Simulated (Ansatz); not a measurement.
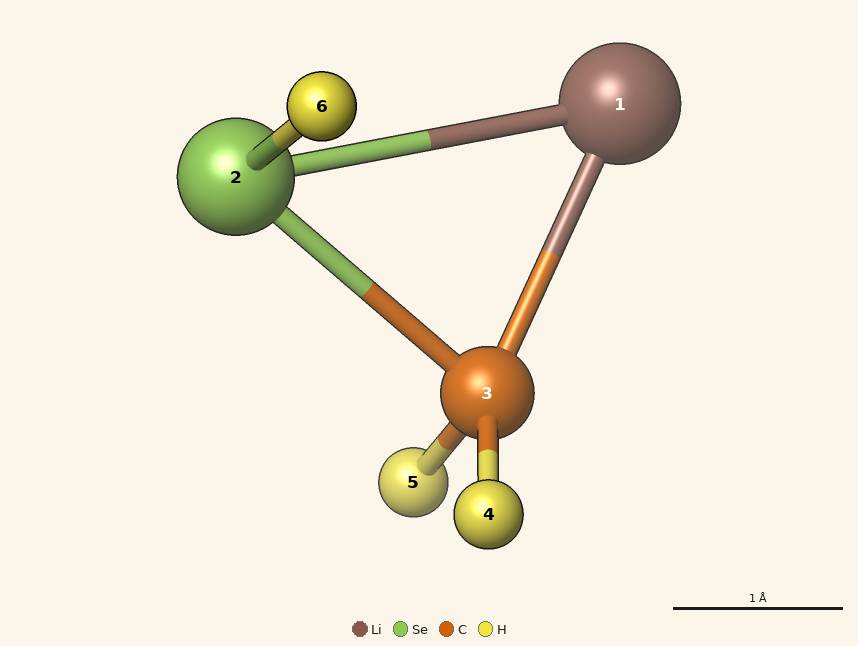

Orthographic view. Depth is shown by fading: the farther an atom, the more it takes the colour of the background. The computed structure is the end point of a PBE0-D4/def2-TZVP optimisation. No frequency run is at hand to confirm it as a minimum.

Give the geometry as a Z-matrix, atoms in numerical order, with these reference atoms: 2 to 1; 3 to 1, 2; 4 to 3, 1, 2; 5 to 3, 4, 2; 6 to 2, 3, 4.

```
Li 
Se   1   2.461
C    1   1.930   2    53.1
H    3   1.093   1   137.1   2   -98.6
H    3   1.099   4   105.7   2  -105.6
H    2   1.473   3    96.7   4    57.3
```
